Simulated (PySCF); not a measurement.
EPR calculation of C4H7Si

System: C4H7Si, multiplicity 2, SMILES [SiH2]C1=CCC1.
Method: UKS B3LYP, pcH-1 on C H Si, non-relativistic, mean-field spin-orbit, GIAO (PySCF 2.14.0).

It belongs to a series of runs on one base structure; here: H removed from Si.

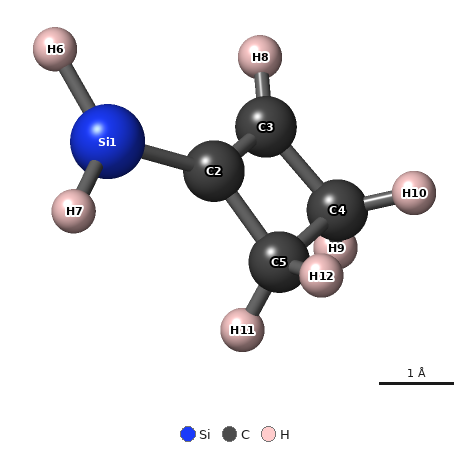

Figure 1. The structure as given in the input (ball-and-stick view, seen at a tilt; atoms are numbered from 1 in the order of the input).

The input
```
{"job": {"kind": "epr", "basis": "pcH-1"}, "charge": 0, "multiplicity": 2}
Si     2.185577    -0.078443     0.661959
C      0.444066    -0.147782     0.156446
C     -0.515895    -1.103931     0.036153
C     -1.571970    -0.157804    -0.443994
C     -0.497352     0.946477    -0.318018
H      2.910398    -1.255698     1.089763
H      2.888221     1.188158     0.655062
H     -0.539170    -2.162595     0.216327
H     -1.934886    -0.330575    -1.458901
H     -2.431291    -0.036986     0.218257
H     -0.216920     1.420925    -1.257392
H     -0.719579     1.717569     0.418311
```

The first line tells a small driver script what to run in PySCF; the rest is the geometry in Å.

Machine: 1 CPU thread, shared host.

Command:
```bash
OMP_NUM_THREADS=1 python <driver script> task.json out
```

Output
```
UKS, coarse grid
  cycle   1  E = -445.98354178  |g| = 3.24e-01
  cycle   2  E = -445.87171279  |g| = 5.40e-01
  cycle   3  E = -446.04163086  |g| = 4.54e-02
  cycle   4  E = -446.04236857  |g| = 3.92e-02
  cycle   5  E = -446.04317933  |g| = 1.15e-02
  cycle   6  E = -446.04326404  |g| = 5.11e-03
  cycle   7  E = -446.04328509  |g| = 1.80e-03
  cycle   8  E = -446.04329023  |g| = 5.11e-04
UKS, final grid
  cycle   1  E = -446.04327239  |g| = 4.77e-04
  cycle   2  E = -446.04327243  |g| = 6.27e-04
  cycle   3  E = -446.04327264  |g| = 1.38e-04
  cycle   4  E = -446.04327267  |g| = 9.63e-05
  cycle   5  E = -446.04327270  |g| = 6.77e-05
  cycle   6  E = -446.04327270  |g| = 1.07e-05
E = -446.04327270 Eh   <S^2> = 0.7666 (exact 0.7500)
g shifts (ppm)      1          2          3
  rmc          -123       -123       -123
  gc              0         30         30
  oz_so          -3       1437       2538
  total        -126       1344       2446
hyperfine (MHz)  atom isotope    a_iso     a_fc   dipolar eigenvalues
    0  29Si    -130.61    -131.70   -169.70     84.61     85.09
    1   13C     -34.63     -34.64    -19.12      8.02     11.11
    2   13C      32.87      32.95    -27.77    -26.38     54.14
    3   13C     -13.91     -13.91     -0.90      0.32      0.58
    4   13C       5.33       5.33     -0.38     -0.06      0.44
    5    1H     -45.52     -45.54    -11.16      4.54      6.62
    6    1H     -47.48     -47.51    -11.80      4.79      7.01
    7    1H     -21.22     -21.22    -11.33     -0.92     12.25
    8    1H      40.18      40.18     -1.55     -1.46      3.01
    9    1H      40.23      40.23     -1.56     -1.45      3.01
   10    1H     -11.78     -11.78     -1.44     -0.22      1.66
   11    1H     -11.76     -11.76     -1.43     -0.23      1.65
```

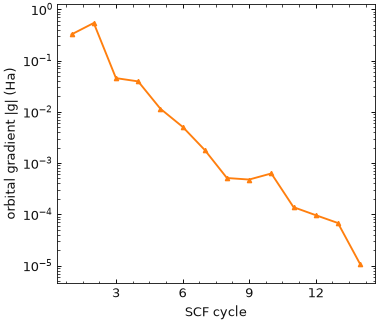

Figure 2. Convergence of the self-consistent field: orbital gradient |g| against the SCF cycle. All cycles printed in the log are drawn one after another.

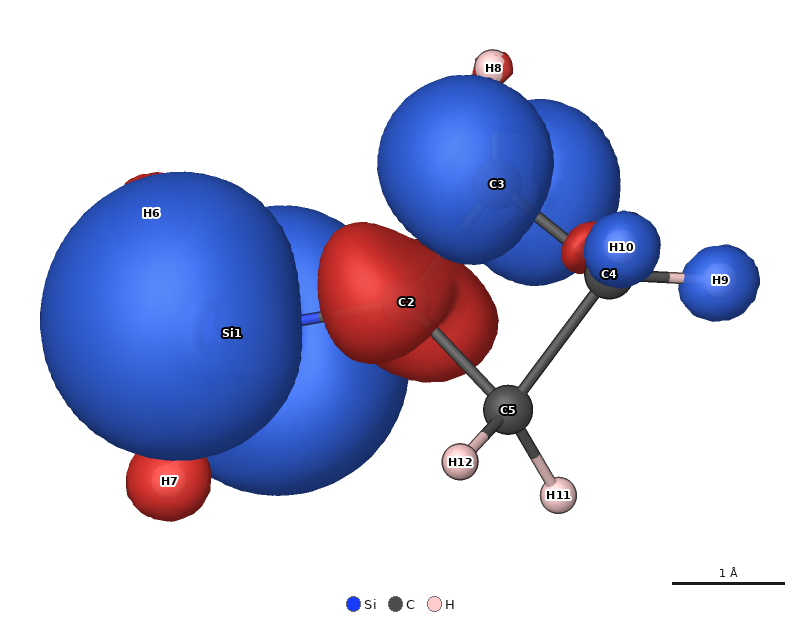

Figure 3. Isosurfaces of the spin density (α minus β) at +0.015 (blue) and −0.015 e/Å³ (red), seen at a tilt. The unpaired spin (1 electron) lies mostly on Si1 (about 0.7) and C3 (about 0.2), in electrons by Hirshfeld's partition.

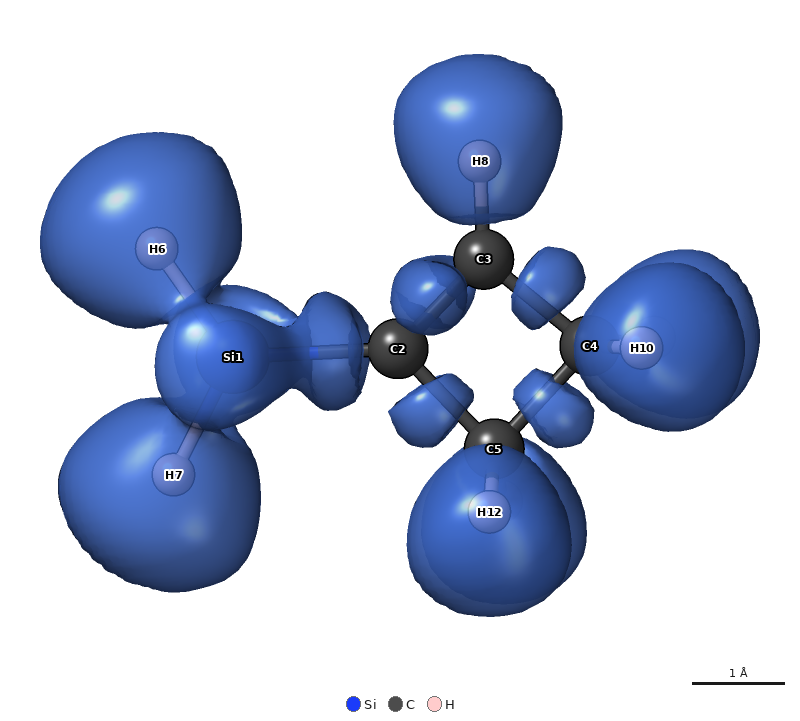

Figure 4. Isosurface of the electron localisation function at 0.75 (blue), seen face on. Only the valence region is drawn (cores and ρ < 0.01 e/Å³ removed). Along the contacts the grid gives the following. C–C (1.36 Å): the ELF peaks at about 0.90 between the atoms; a multiple bond by its length, whose ELF region spreads away from the axis. C–Si (1.81 Å): the ELF peaks at about 0.95 between the atoms (a shared electron pair).

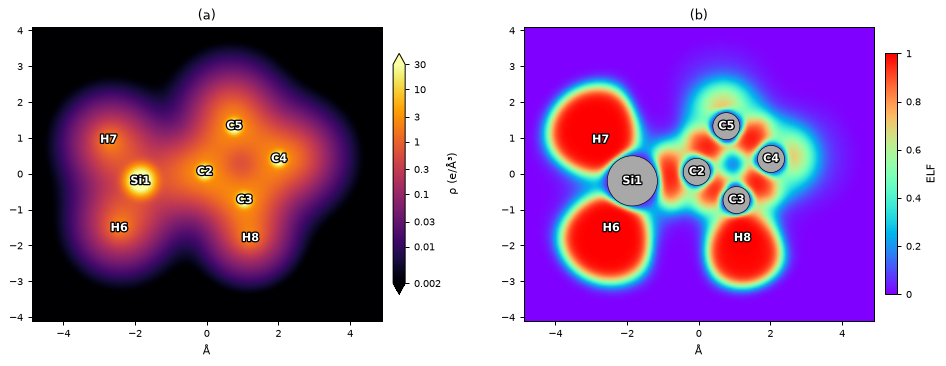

Figure 5. (a) electron density; (b) ELF on the plane of atoms Si1, C2 and C3. Grey discs, where drawn, cover atomic cores. C–C (1.36 Å): ρ is about 2.2 e/Å³ halfway; the ELF peaks at about 0.90 between the atoms (a multiple bond by its length, whose ELF region spreads away from the axis). C–C (1.50 Å): ρ is about 1.7 e/Å³ halfway; the ELF peaks at about 0.95 between the atoms, which marks a shared electron pair.

Results in brief

```csv
quantity,value
outcome,converged
total energy,−446.043273 hartree
⟨S²⟩,0.767
isotropic g,2.0035
wall time,29 s
peak memory,0.8 GiB
```
